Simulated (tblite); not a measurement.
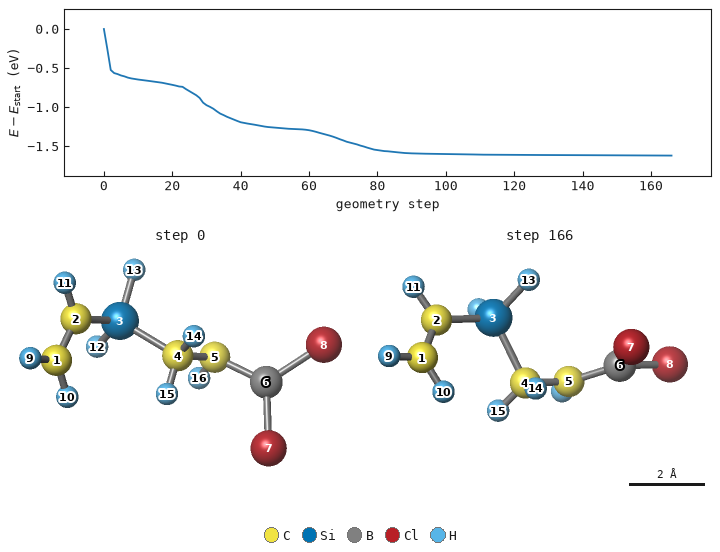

First and last geometry of a relaxation of C4H8BCl2Si (multiplicity 2), with the history of the run. A ball-and-stick model, seen from a free direction.

Level of theory: GFN2-xTB geometry optimisation, gas phase (tblite). 

Q: Read the history and describe the run.

A: It converged. The largest move after the best rigid fit is that of Cl7, 2.96 Å. By element the largest moves are Cl 2.96 Å, H 1.49 Å, C 0.84 Å, B 0.48 Å, Si 0.41 Å. Some distances before and after: C5–B6 1.601 → 1.494 Å, B6–Cl7 1.841 → 1.750 Å, C4–C5 1.532 → 1.453 Å, Si3–C4 1.886 → 1.947 Å. Among the angles between lasting bonds that change: C4–C5–B6 110.9° → 124.6°, B6–C5–H16 109.3° → 119.9°, C1–C2–Si3 121.5° → 126.7°. Groups turn about C2–Si3 by about 65°. Over 166 geometry steps the energy falls by 1.618 eV.
